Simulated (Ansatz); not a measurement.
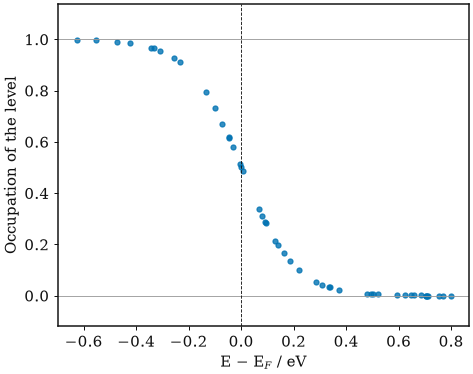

Occupations of the one-electron levels of the k mesh against their energy, from a run on TaHgS₃, space group Cmc2_1, 10 atoms in the cell, with Ansatz.

**Which smearing scheme was used (Fermi-Dirac, Gaussian, Methfessel-Paxton or cold), and about what width?**

Fermi-Dirac smearing with a width of 0.1 eV. The occupations stay between 0 and 1 and have long exponential tails; the slope at the Fermi level is 1/(4 × width).
